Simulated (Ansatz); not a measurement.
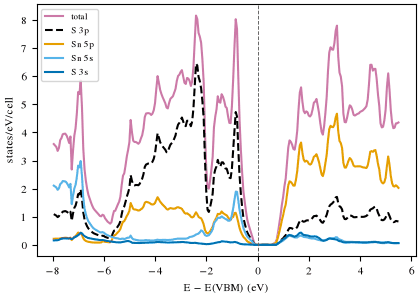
Total and projected density of states of SnS in space group Pnma (No. 62; Sn on 4c, S on 4c), plane-wave PAW LDA (Ansatz code)

### Question
Which orbitals carry the states next to the gap?

### Answer
Top 1 eV of the valence band: S 3p 56 %, Sn 5s 26 %, Sn 5p 14 %. Bottom 1 eV of the conduction band: Sn 5p 62 %, S 3p 15 %, S 3s 10 %, Sn 5s 9 %. Projections are on Löwdin-orthogonalised atomic valence shells; empty p or d shells of many metals are not among them.

### Question
Where is the tallest occupied peak in this window, and what makes it?

### Answer
Near -2.4 eV, about 8.2 states/eV per cell; the largest projected share is S 3p.

The LDA relaxation kept the symmetry of its start. A crystal of weakly bound layers computed without a dispersion correction: the cell and the soft elastic constants depend strongly on that. Scalar-relativistic: spin–orbit coupling is off unless named, which matters more the heavier the elements.

Potentials: the later of the program's two PAW sets.
